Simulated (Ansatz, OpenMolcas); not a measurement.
# Exact exchange and the vertical ionisation energy of C2H3F3 (1,1,2-trifluoroethane)

The species is C2H3F3 (8 atoms), meant as a singlet with charge 0. As SMILES, `FCC(F)F`. The shape is that of a PBE0-D4/def2-TZVP optimisation. This is one conformer, not always the lowest.

The vertical ionisation energy (to the doublet cation) y, in eV, basis def2-SVP; a is the functional's share of exact exchange. Programs: Ansatz 0.2.0, OpenMolcas 26.06.

| functional | program | a | y (eV) |
| --- | --- | --- | --- |
| revPBE | Ansatz | 0 | 11.35 |
| TPSS | OpenMolcas | 0 | 11.50 |
| B3LYP | Ansatz | 0.2 | 12.13 |
| PBE0 | Ansatz | 0.25 | ? |
| r2SCAN0 | Ansatz | 0.25 | 12.45 |
| BHLYP | Ansatz | 0.5 | 12.85 |

Q: Fit y = c + s·a to the known rows and predict PBE0.

A: 
1. Means of the 5 rows: a = 0.1900, y = 12.056.
2. Σ(Δa)² = 0.172, Σ(Δa·Δy) = 0.5103, so the slope is 0.5103/0.172 = 2.9669.
3. Intercept: 12.056 − (2.9669) × 0.1900 = 11.492. The largest residual of the fit is 0.22.
4. PBE0: 11.492 + (2.9669) × 0.25 = 12.23 eV.

The run gave 12.20 eV, so the prediction is off by +0.03 eV, within the scatter of the fit.

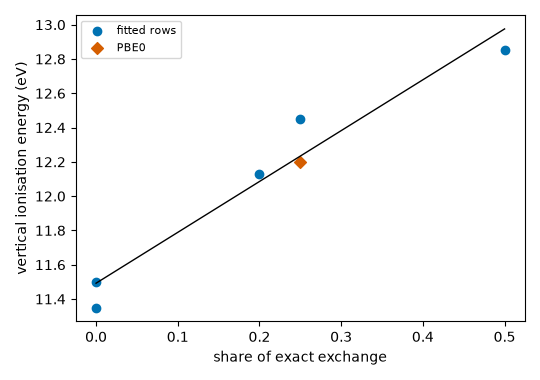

The fitted line, with the withheld row.
